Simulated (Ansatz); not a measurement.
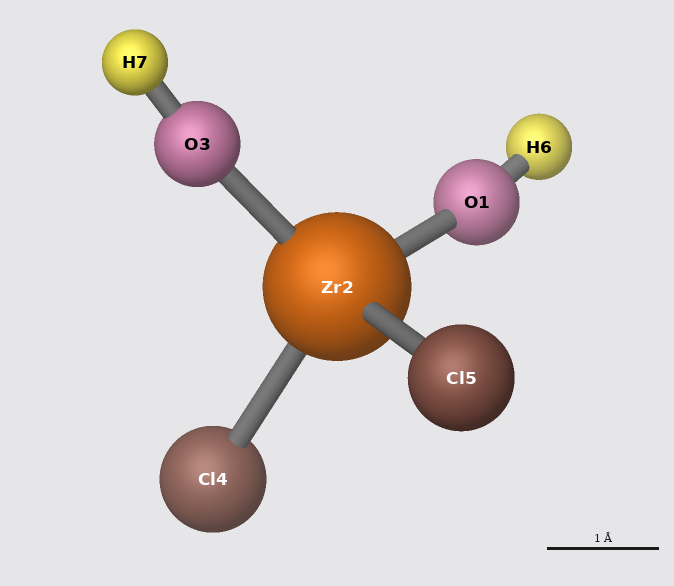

Orthographic view with a scale bar. Charge 0, singlet. The computed structure is the end point of a PBE0-D4/def2-TZVP optimisation.

Write Cartesian coordinates in Å in the frame of the picture: x to the right, y up, z towards the viewer, origin at the mean of the atomic positions.

```xyz
7
Cl2H2O2Zr
O    1.27   0.37  -1.06
Zr   0.00  -0.40   0.12
O   -1.27   0.90   0.67
Cl  -1.13  -2.15  -0.99
Cl   1.13  -1.23   2.02
H    1.83   0.87  -1.64
H   -1.83   1.64   0.87
```
